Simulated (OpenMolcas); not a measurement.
# How methods differ on SnSiH4OF (SMILES [F][SnH][O][SiH3])

The species is SnSiH4OF (8 atoms), meant as a doublet with charge 0. SMILES: `[F][SnH][O][SiH3]`. The coordinates come from a PBE0-D4/def2-TZVP relaxation. This is one conformer, not always the lowest.

| atom | x (Å) | y (Å) | z (Å) |
| --- | --- | --- | --- |
| F | -1.6073 | 1.7317 | 1.0203 |
| Sn | -0.4207 | 1.8745 | -0.4935 |
| O | 0.2100 | 0.0393 | -0.6944 |
| Si | 0.7138 | -1.1827 | 0.2769 |
| H | -1.4357 | 2.1763 | -1.8771 |
| H | 1.7291 | -1.9821 | -0.4567 |
| H | -0.4272 | -2.0613 | 0.6436 |
| H | 1.3303 | -0.6529 | 1.5250 |

Each level gives the dipole moment (D). The values are calculated.

```
                             level             kind     program  value (D)  CPU time
  USVWN5/def2-SVP (core potential)              LDA  OpenMolcas       2.16      38 s
U-revPBE/def2-SVP (core potential)              GGA  OpenMolcas       2.26      65 s
   UBLYP/def2-SVP (core potential)              GGA  OpenMolcas       2.19      69 s
    UPBE/def2-SVP (core potential)              GGA  OpenMolcas       2.22      66 s
  UM06-L/def2-SVP (core potential)         meta-GGA  OpenMolcas       2.48      76 s
   UTPSS/def2-SVP (core potential)         meta-GGA  OpenMolcas       2.31      87 s
 UM06-2X/def2-SVP (core potential)  hybrid meta-GGA  OpenMolcas       2.83      75 s
   UPBE0/def2-SVP (core potential)    global hybrid  OpenMolcas       2.59      53 s
```

The values span 2.16 to 2.83 D. Magnitudes only. Times are those of the runs behind each value, whatever else they computed, on shared processors of several kinds: orders of magnitude only.

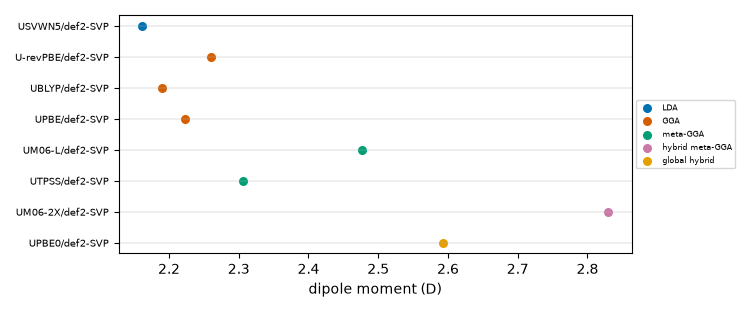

The values of the table, level by level.
